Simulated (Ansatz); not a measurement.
# H3S+ (triplet): wave-function methods side by side at distance S1–H2 = 1.357 Å, 6-31G

Aim: climb from Hartree-Fock through coupled cluster and multireference methods for H3S+ (triplet) at one geometry and basis, and see what each rung misses.

The runs use Ansatz 0.2.0, Gaussian basis; 6-31G, core rule «outside noble gas», up to 5 orbitals frozen.

Plan: UHF; CCSD(T) on ROHF; CCSD(T) on UHF; BCCD(T) on ROHF; CISD; CCSDT(Q) on ROHF; CCSDT(Q) on UHF; CISDTQ; CCSDTQ on ROHF; CCSDTQ on UHF; CASSCF and MRCISD+Q, 4 electrons in 4 orbitals; CASSCF and NEVPT2, 4 electrons in 4 orbitals; CASSCF and MRCISD+Q, 8 electrons in 7 orbitals; CASSCF and NEVPT4(SD), 8 electrons in 7 orbitals; CASSCF and NEVPT2, 8 electrons in 7 orbitals; Full CI.

22 further runs of the same task are left out: 1 for a mislabelled method, 16 that didn't finish, 5 set aside as unsound or not needed.

## Step 1: The system

The geometry derives from a PBE0/def2-TZVP stationary point (not a proven minimum). One bond is set to the value named and the two fragments are kept rigid.

4 atoms, charge 1, spin multiplicity 3.

Atoms are counted from 1 here; the program's logs count them from 0.

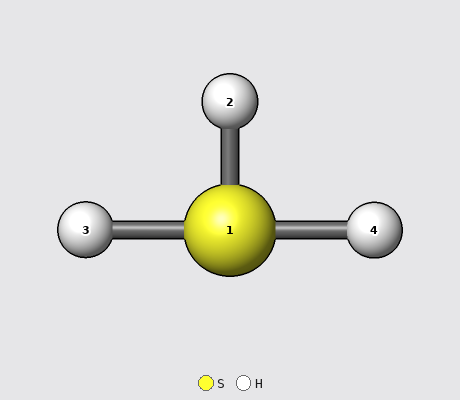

The geometry (sulfur yellow, hydrogen white); atoms are numbered from 1 in the order of the file.

## Step 2: UHF

in.yaml reads:

```yaml
crystal:
  periodic: [false, false, false]
  atoms:
    - {symbol: S, position_ang: [0.000000, -0.039104, 0.000000]}
    - {symbol: H, position_ang: [0.000000, 1.318376, 0.000000]}
    - {symbol: H, position_ang: [0.000000, -0.037193, 1.520127]}
    - {symbol: H, position_ang: [0.000000, -0.037193, -1.520127]}
basis:
  gaussian: {orbitals: 6-31G}
total_charge: 1
magnetization: {spin_polarized: true, initial_magnetization: 2}
hamiltonian: {xc: hf}
output: {orbitals: {seedname: orbitals}}
```

Launch:

```sh
$ ansatz run in.yaml --threads 1 --pin off --events-out ev --progress --plain --max-ram 2393MiB
```

Further steps of the session: CCSD(T) on ROHF; CCSD(T) on UHF; BCCD(T) on ROHF; CISD; CCSDT(Q) on ROHF; CCSDT(Q) on UHF; CISDTQ; CCSDTQ on ROHF; CCSDTQ on UHF; CASSCF and MRCISD+Q, 4 electrons in 4 orbitals; CASSCF and NEVPT2, 4 electrons in 4 orbitals; CASSCF and MRCISD+Q, 8 electrons in 7 orbitals; CASSCF and NEVPT4(SD), 8 electrons in 7 orbitals; CASSCF and NEVPT2, 8 electrons in 7 orbitals; Full CI.

Q: Predict the results of all the runs planned. Wanted: FCI below the RHF energy; RMP2 from FCI; UMP2 from FCI; RCCSD from FCI; RCCSD(T) from FCI; UCCSD(T) from FCI; RCCSDT(Q) from FCI; UCCSDT(Q) from FCI; NEVPT2 pair from FCI.

**Answer**, as computed:

```
                         quantity                                                                                                                                                            value
         FCI below the RHF energy                                                                                                                                                       -2.3042 eV
                    RMP2 from FCI                                                                                                                                                  +13.99 kcal/mol
                    UMP2 from FCI                                                                                                                                                  +14.39 kcal/mol
                   RCCSD from FCI                                                                                                                                                   +0.70 kcal/mol
                RCCSD(T) from FCI                                                                                                                                                   +0.19 kcal/mol
                UCCSD(T) from FCI                                                                                                                                                   +0.18 kcal/mol
               RCCSDT(Q) from FCI                                                                                                                                                    0.00 kcal/mol
               UCCSDT(Q) from FCI                                                                                                                                                    0.00 kcal/mol
             NEVPT2 pair from FCI                                                                                                                                                   +7.69 kcal/mol
          NEVPT2 valence from FCI                                                                                                                                                   +3.53 kcal/mol
      NEVPT4(SD) valence from FCI                                                                                                                                                   +0.40 kcal/mol
levels within 1 kcal/mol (43 meV)  RCCSD, UCCSD, RCCSD(T), UCCSD(T), BCCD(T), RCCSDT, UCCSDT, CISDTQ, RCCSDT(Q), UCCSDT(Q), RCCSDTQ, UCCSDTQ, NEVPT4(SD) valence, MRCISD valence, MRCISD+Q valence
                    T1 diagnostic                                                                                                                                                            0.023
   effectively unpaired electrons                                                                                                                                                             2.03
```

RCCSD(T) lands +0.19 kcal/mol from the yardstick (0.4 % of the correlation energy). One determinant dominates. Of the multireference levels listed MRCISD+Q valence comes nearest in total energy (+0.11 kcal/mol), which doesn't show that its space is the better one. These misses are within one basis, not against nature; the frozen cores of restricted and unrestricted runs differ, which can shift their rows.
